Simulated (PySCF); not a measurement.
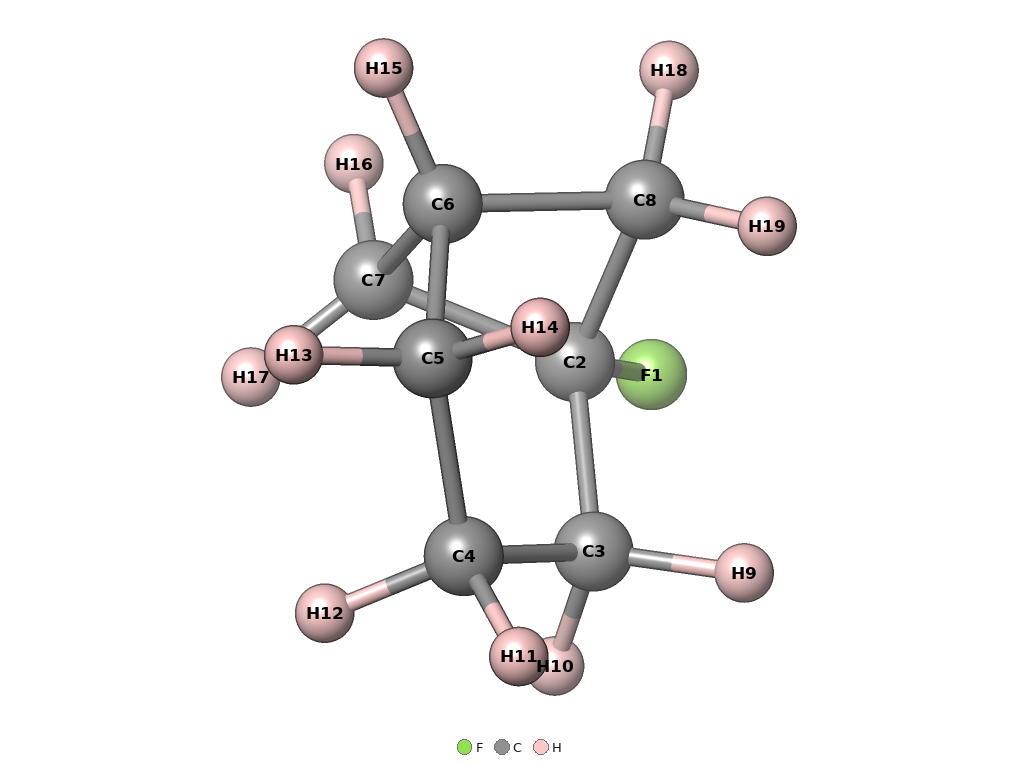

Atoms fade into the background with distance from the viewer. The computed structure is the end point of a PBE0-D3(BJ)/def2-SVP optimisation. No frequency run is at hand to confirm it as a minimum.

How is the 4-membered ring C2–C7–C6–C8 puckered?

It is puckered (butterfly). The Cremer–Pople amplitude Q is 0.39 Å.

Give the torsion angles round the ring, beginning with the bond from its second to its third atom.

28°, −28°, 28°, −28°.
